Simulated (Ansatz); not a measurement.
COSi (charge +1, doublet)

```xyz
3

C     0.0000    0.0000   -1.4687
O     0.0000    0.0000   -0.3256
Si    0.0000    0.0000    1.7943
```

Geometry: PBE0-D4/def2-TZVP.

All numbers below come from isolated molecule in a Gaussian basis; Kohn-Sham density functional theory, functional PBE0 (Ansatz 0.2.0).

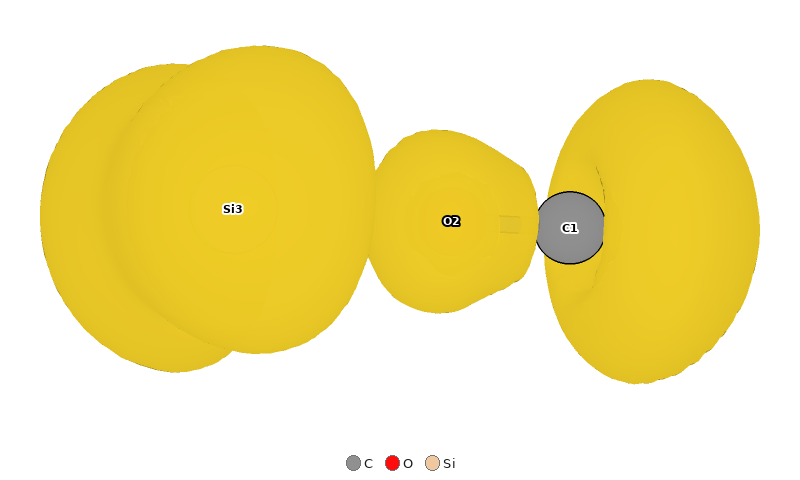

Figure 1. Isosurface of the electron localisation function at 0.75 (yellow), seen from one side. Core shells and regions of very low density are left out.

### Where are the electrons localised?

The surface consists of one region on O in which the atom's valence shell and bonds are merged, one ring or bowl of non-bonding electrons around Si and one lobe on C, pointing away from the bonds (non-bonding electrons). Profiles from the grid: C–O (1.14 Å): the ELF peaks at about 0.85 between the atoms; a short, multiple covalent bond. Si–O (2.12 Å): the ELF peaks at about 0.90 in the valence shell of O, 0.6 Å from its nucleus, and is about 0.35 at the midpoint.

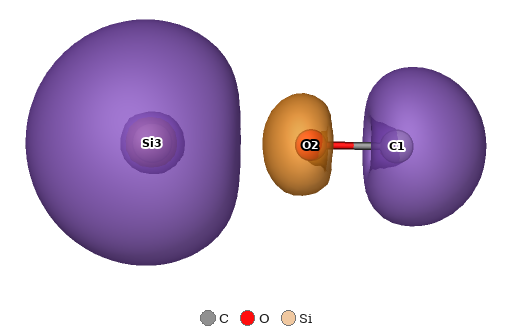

Figure 2. The HOMO−1 (β) at ±0.1 Å⁻³ᐟ² (orange and purple are the two phases), seen from one side.

### Where does this orbital lie, and at what energy?

Its weight (Hirshfeld) is mainly on Si3 (about 80 %) and C1 (about 15 %); it is of σ type. Its energy is −17.77 eV.

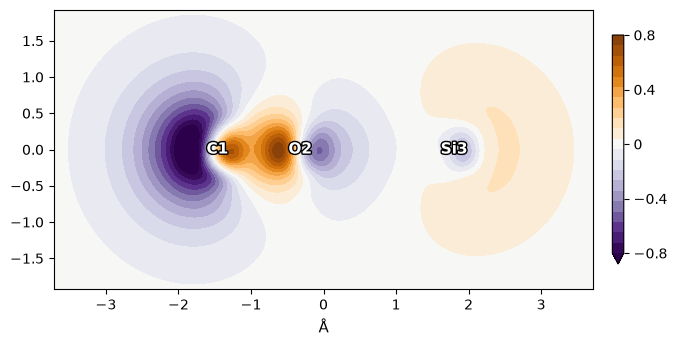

Figure 3. The HOMO−1 (α) on a plane that holds the molecular axis (values in Å⁻³ᐟ²; the overall sign is arbitrary).

### What is the character of this orbital?

By Hirshfeld shares it lies mainly on C1 (about 80 %) and O2 (about 10 %); it is of σ type. Its energy is −16.51 eV.
